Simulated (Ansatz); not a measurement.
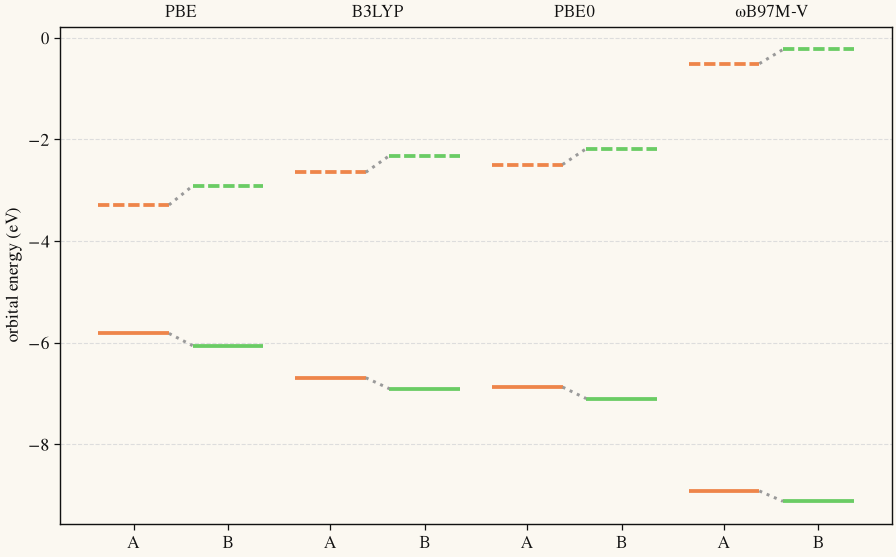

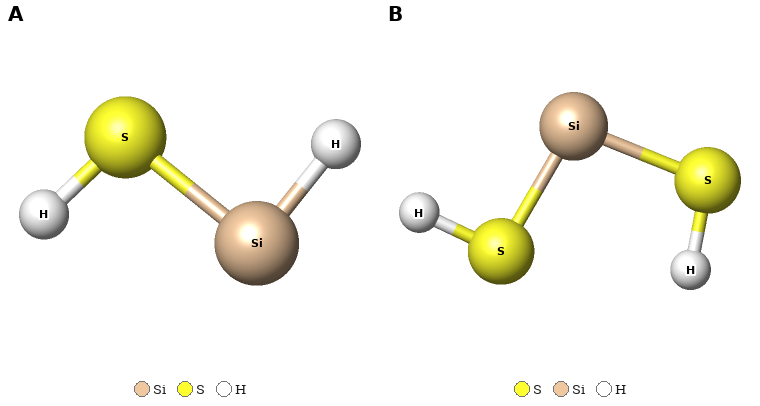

One change: A, SiH₂S (SMILES [SiH]S), becomes B, SiH₂S₂ (SMILES S[Si]S). H on Si is replaced by SH. HOMO (solid) and LUMO (dashed) computed in def2-TZVPP at PBE0-D4/def2-TZVP geometries, both minima by their frequencies, gas phase, the Ansatz code.

> What does the change do to HOMO and LUMO?

PBE: the HOMO falls by 0.24 eV, the LUMO rises by 0.37 eV, and the separation goes from 2.53 to 3.14 eV. B3LYP: the HOMO falls by 0.22 eV, the LUMO rises by 0.33 eV, and the separation goes from 4.04 to 4.59 eV. PBE0: the HOMO falls by 0.23 eV, the LUMO rises by 0.31 eV, and the separation goes from 4.38 to 4.92 eV. ωB97M-V: the HOMO falls by 0.20 eV, the LUMO rises by 0.28 eV, and the separation goes from 8.41 to 8.89 eV.

> Do the functionals agree on the effect?

They agree on the direction for both levels; the HOMO shift lies between −0.24 and −0.20 eV and the LUMO shift between 0.28 and 0.37 eV, while the separations themselves differ by up to 5.9 eV between functionals.
